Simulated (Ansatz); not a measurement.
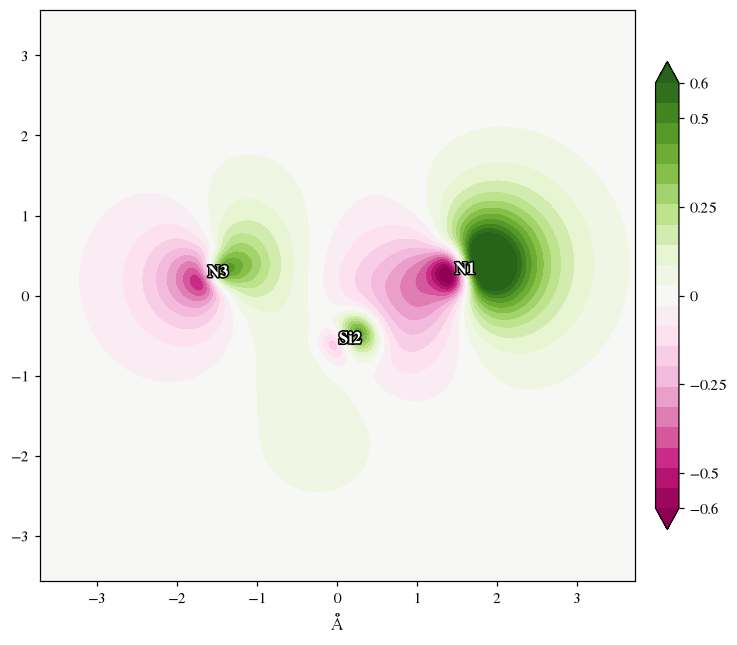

The picture shows: H5N2Si (SMILES [NH-][SiH2]N) (charge −1). The HOMO−1 on the plane of atoms N1, Si2 and N3 (values in Å⁻³ᐟ²; the overall sign is arbitrary).

The highest occupied orbital lies above zero, a sign that basis and functional describe the outermost electron poorly.

Level of theory: RKS PBE/def2-SVP (Ansatz 0.2.0).

The calculation's input:

```
crystal:
  periodic: [false, false, false]
  atoms:
    - { symbol: "N", position_ang: [-1.25667, 0.41619, -1.27387] }
    - { symbol: Si, position_ang: [0.08925, 0.48935, -0.32804] }
    - { symbol: "N", position_ang: [0.60322, -0.99954, 0.53611] }
    - { symbol: H, position_ang: [-2.09049, 0.0244, -0.83926] }
    - { symbol: H, position_ang: [1.29861, 0.78837, -1.14795] }
    - { symbol: H, position_ang: [0.18593, 1.54582, 0.80087] }
    - { symbol: H, position_ang: [1.33989, -0.84357, 1.21471] }
    - { symbol: H, position_ang: [-0.16975, -1.42101, 1.03744] }
total_charge: -1
basis:
  gaussian: { orbitals: def2-SVP }
hamiltonian:
  xc: pbe
relax:
  f_tol: 0.015
  max_steps: 40
output:
  orbitals: {}
```

Command:

```sh
ansatz run input.yaml --threads 1 --pin off --max-ram 2048MiB --backend cpu --events-out ev --progress --plain --runs-dir out
```

The fields are those of the relaxed geometry.

Q: What is the character of this orbital?

A: Its weight (Hirshfeld) is mainly on N1 (about 65 %), Si2 (about 15 %) and N3 (about 10 %); largely a lone pair of N1. Its energy is 0.84 eV.
